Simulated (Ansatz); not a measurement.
**Hypothetical CdI2 type SiO2, thickness series**

Consider SiO₂ in the CdI2 type structure (space group P-3m1, No. 164; a hypothetical phase, not in the database extracts checked; layered, stacked along the Cartesian z axis).

Space group P-3m1 (No. 164); a = 2.6865 Å, b = 2.6865 Å, c = 4.6012 Å, α = 90.00°, β = 90.00°, γ = 120.00°

```csv
atom,site,symmetry,x,y,z
Si,1a,-3m.,0.0000,0.0000,0.0000
O,2d,3m.,0.6667,0.3333,0.1990
```

Free-standing slabs (3 atom(s) a layer) normal to the stacking axis with 15 Å of vacuum; in-plane cell relaxed.

The values are results of PBE-D3(BJ) (Ansatz, an electronic-structure program, PAW, no spin-orbit coupling), not measurements.

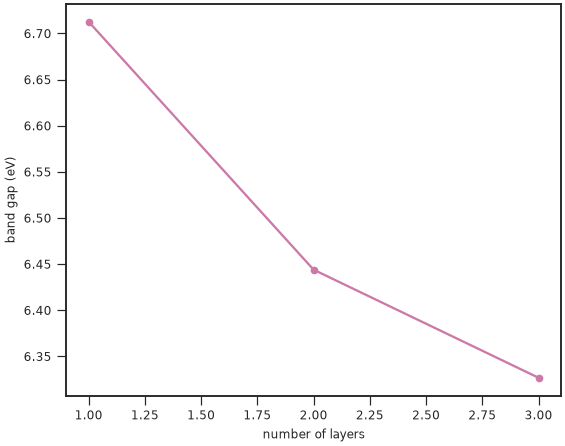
Fig. 1. Band gap against number of layers

```json
[
 {"number of layers": "1", "band gap": "6.71 eV"},
 {"number of layers": "2", "band gap": "6.44 eV"},
 {"number of layers": "3", "band gap": "6.33 eV"}
]
```

Whether these cells are dynamically stable was not tested.
